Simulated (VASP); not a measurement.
Shape and ions are relaxed at each volume.

Energy against volume of Zr (hcp). These are PBE GGA with D3 dispersion (Becke-Johnson damping), VASP's PBE PAW potentials (set 64) (plane waves; VASP) values and carry that method's errors.

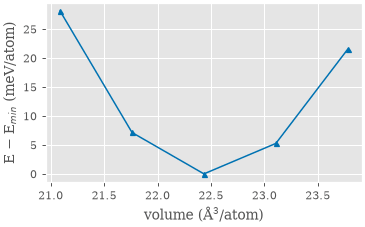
Fig. 1. Energy against volume

Estimate the equilibrium volume and the bulk modulus.

The minimum lies near 22.5 Å³/atom, and the curvature gives B0 of about 98 GPa.

The compound is Zr in the hcp structure. It was relaxed first.
